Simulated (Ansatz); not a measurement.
| atom | x (Å) | y (Å) | z (Å) |
| --- | --- | --- | --- |
| Sn | 0.1815 | 0.6643 | -0.0747 |
| F | 1.4830 | -0.7951 | -0.2559 |
| F | -1.6645 | 0.1308 | 0.3306 |

Geometry: PBE-D4/def2-TZVP; core potentials replace the inner electrons of Sn.

These are results of UKS PBE0-D4/def2-TZVP (Ansatz), not measurements.

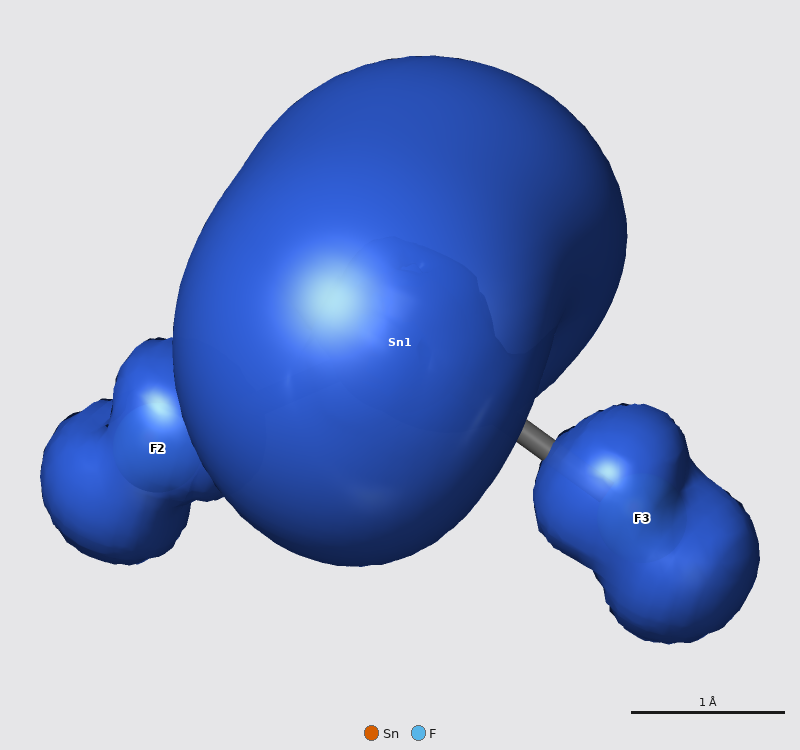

F2Sn (triplet). Isosurfaces of the spin density at +0.03 (blue) and −0.03 e/Å³ (red), seen at an oblique angle.

> Which atoms carry the spin?

The unpaired spin (2 electrons) lies mostly on Sn1 (about 1.6), F2 (about 0.2) and F3 (about 0.2), in electrons by Hirshfeld's partition.
